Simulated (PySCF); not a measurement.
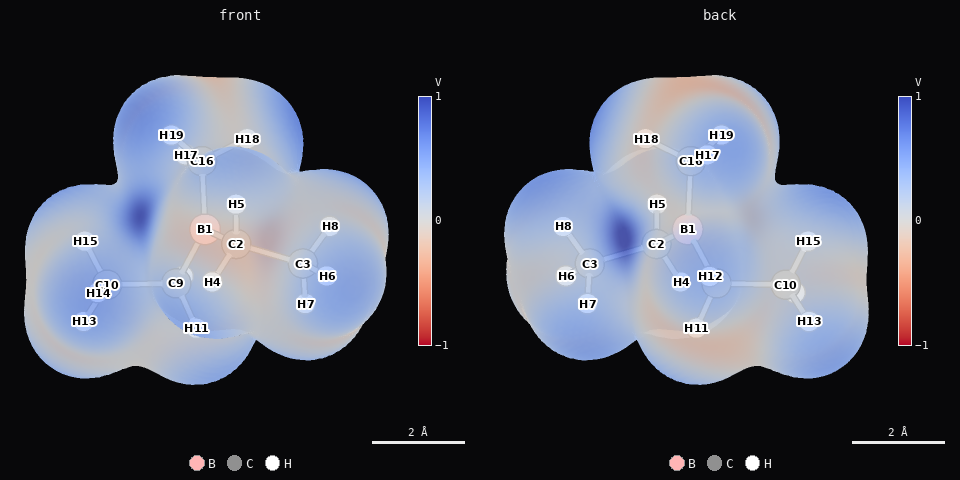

*C$_{5}$H$_{13}$B (SMILES CCB(C)CC). The molecular electrostatic potential painted on the density surface at 0.002 e/bohr³, seen from the front and from behind; red is negative and blue positive.*

Geometry: PBE0-D3(BJ)/def2-SVP.

Theory: PBE0/def2-SVPD, SCF density, gas phase in PySCF 2.14.0.

```tsv
atom	x (Å)	y (Å)	z (Å)
B	-0.1684	-0.3084	0.0175
C	1.4090	-0.3343	-0.0711
C	1.9724	-0.2490	1.3556
H	1.7814	0.5288	-0.6505
H	1.7885	-1.2483	-0.5579
H	3.0736	-0.2274	1.3592
H	1.6270	0.6590	1.8760
H	1.6632	-1.1116	1.9676
C	-0.9143	1.0792	0.0957
C	-1.3734	1.4413	-1.3261
H	-0.2607	1.8809	0.4785
H	-1.7984	1.0285	0.7536
H	-1.9078	2.4040	-1.3492
H	-0.5206	1.5271	-2.0189
H	-2.0540	0.6798	-1.7400
C	-0.9686	-1.6628	-0.0051
H	-2.0462	-1.5820	0.1999
H	-0.5244	-2.3858	0.7011
H	-0.8410	-2.1257	-1.0013
```

Q: Which sites attract a positive test charge, and which a negative one?

A: A positive charge is drawn to the negative regions and a negative charge to the positive ones. The most negative region (about −0.2 V) lies over C16, the most positive (about +0.9 V) over B1.
